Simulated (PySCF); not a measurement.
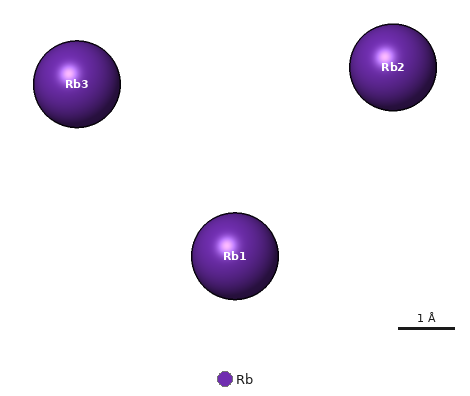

Figure 1. The input geometry (ball-and-stick view, seen at a tilt; atoms are numbered from 1 in the order of the input).

# Frequency calculation of Rb3

The run: frequency calculation of Rb3, multiplicity 2. Method and program: UKS-based PBE, Rb def2-TZVP with ECP28; non-relativistic Hamiltonian with a scalar-relativistic core potential; density fitting (PySCF 2.14.0).

The input
```python
from pyscf import gto, scf, dft
mol = gto.M(atom='''
Rb     0.000000    -2.277476     0.000000
Rb     2.882684     1.138738     0.000000
Rb    -2.882684     1.138738     0.000000''',
    basis={'Rb': 'def2-TZVP'},
    ecp={'Rb': 'def2-TZVP'},
    charge=0, spin=1)
mf = dft.UKS(mol, xc='PBE')
mf.grids.atom_grid = (75, 302)
aux = {'Rb': 'def2-universal-JKFIT'}
mf = mf.density_fit(auxbasis=aux)
mf.conv_tol = 1e-09
mf.diis_space = 10
mf.max_cycle = 60
mf.verbose = 4
mf.kernel()
```

The script is an equivalent of the set-up of the self-consistent field. The run itself was carried out by a driver, which started from the orbitals of the step before it where there was one and computed the further properties.

Machine: 4 threads of Intel Xeon @ 2.50GHz (Skylake/Cascade Lake), 189 GiB of memory available, shared host.

Launched with:
```bash
OMP_NUM_THREADS=4 python axn.py task.json out
```

The program's output
```
init E= -72.2759362217167
  alpha nocc = 14  HOMO = -0.077363622308209  LUMO = -0.059119605538156
  beta  nocc = 13  HOMO = -0.0990935648258826  LUMO = -0.0645385743709486
  HOMO = -0.0773636223082  LUMO = -0.0645385743709  gap/eV = 0.34899
cycle= 1 E= -72.2759362216829  delta_E= 3.38e-11  |g|= 4.31e-06  |ddm|= 4.35e-05
  alpha nocc = 14  HOMO = -0.0773641518148342  LUMO = -0.0591193601905393
  beta  nocc = 13  HOMO = -0.0990936486645642  LUMO = -0.0645391973767058
  HOMO = -0.0773641518148  LUMO = -0.0645391973767  gap/eV = 0.34898
Extra cycle  E= -72.2759362215106  delta_E= 1.72e-10  |g|= 9.32e-06  |ddm|= 9.64e-05
converged SCF energy = -72.2759362215106  <S^2> = 0.76425414  2S+1 = 2.0142037
```

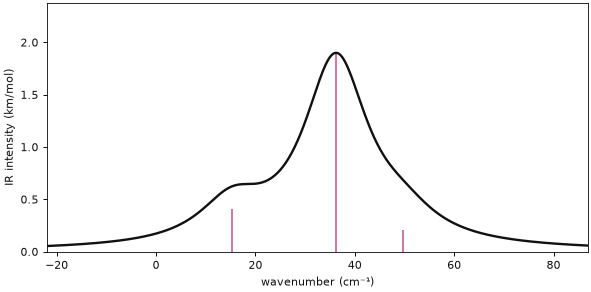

Figure 2. Harmonic infrared spectrum, unscaled: sticks (degenerate modes added up, dark ones marked on the axis) with a Lorentzian envelope of 16 cm⁻¹ full width, scaled to the tallest stick. 3 modes from 15 to 50 cm⁻¹, none imaginary. The strongest line is at 36 cm⁻¹ (1.9 km/mol). All modes, in cm⁻¹ (km/mol): 15 (0.4), 36 (1.9), 50 (0.2).

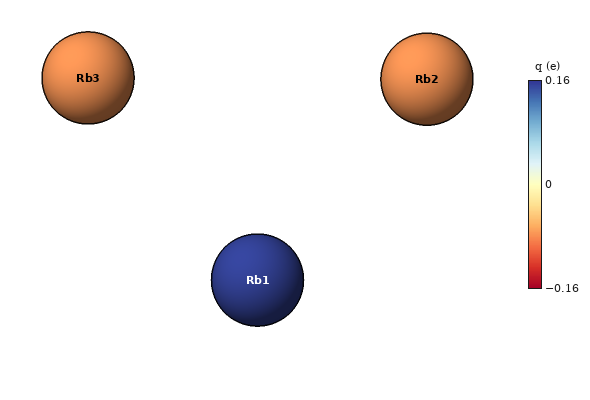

Figure 3. Mulliken charges, as the colour of each atom (ball-and-stick view, seen on its broad side; atoms are numbered from 1 in the order of the input). By element: Rb −0.08 to +0.15 e.

Results in brief

| quantity | value |
| --- | --- |
| outcome | converged |
| total energy | −72.275936 hartree |
| ⟨S²⟩ | 0.764 |
| zero-point energy | 0.000231 hartree |
| dipole moment | 0.24 D |
| wavenumbers, lowest and highest | 15 and 50 cm⁻¹ |
| wall time | 46 s (CPU time 2.8 min) |
| peak memory | 0.78 GiB |

Notes

Checks after the run noted: a mode under 25 cm-1 is near the numerical noise.
